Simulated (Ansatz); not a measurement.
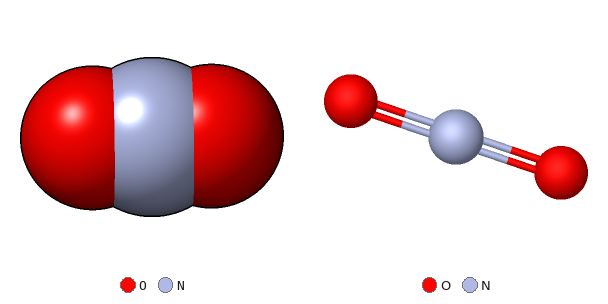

Two views of one molecule.

Charge +1, singlet. The geometry was computed by an optimisation with PBE0-D4/def2-TZVP.

Description:

The species is NO2(+). Its SMILES string is `O=[N+]=O`. The point group is D∞h. All atoms lie on one line. Coordination: 1 N linear.

The parts below concern this one geometry. Atoms keep their numbers from picture to picture.

**Electronic properties**

Level of theory: RKS ωB97M-V/def2-QZVPP (Ansatz 0.2.0).

What is the HOMO–LUMO gap?

Answer. 15.23 eV.

What is the HOMO energy (Kohn–Sham orbital)?

Answer. −23.40 eV.

**Vibrations**

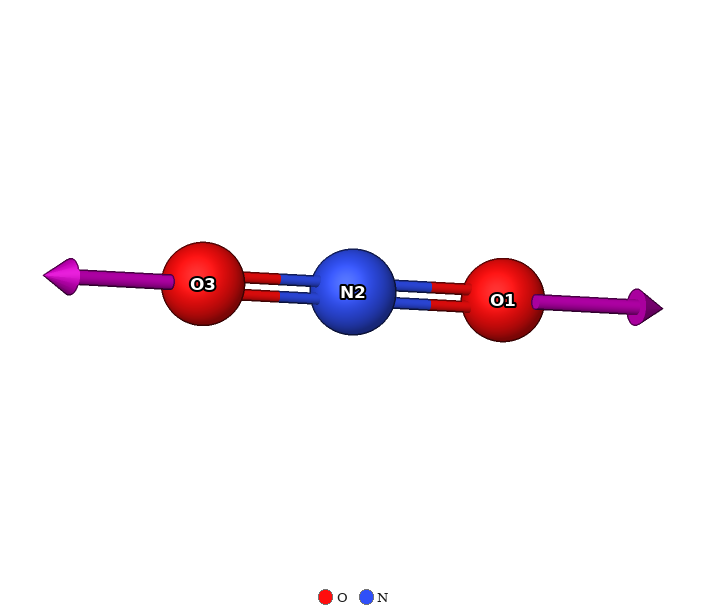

The arrows show one normal mode. Harmonic vibrations computed with RKS PBE0-D4/def2-TZVP (Ansatz 0.2.0) at a stationary point of the same level.

What kind of motion is it?

Answer. Mostly in-phase stretching of 2 N–O bonds.

At what wavenumber does it lie?

Answer. 1496 cm⁻¹; it is mode 3 of 4 counted from the lowest.

**Charges**

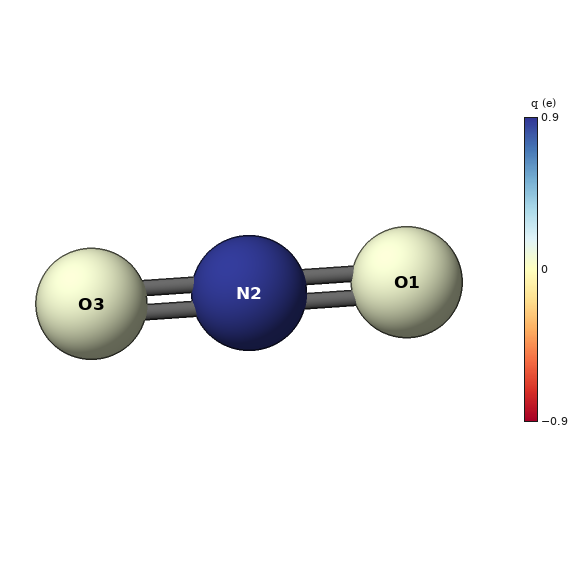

Atoms are coloured by their Mulliken charges. Level of theory: RKS PBE0-D4/def2-TZVP (Ansatz 0.2.0).

Give the Mulliken charges atom by atom.

| atom | value (e) |
| --- | --- |
| O1 | 0.06 |
| N2 | 0.88 |
| O3 | 0.06 |

Mulliken values depend strongly on the basis set and can even reverse the polarity of a bond.
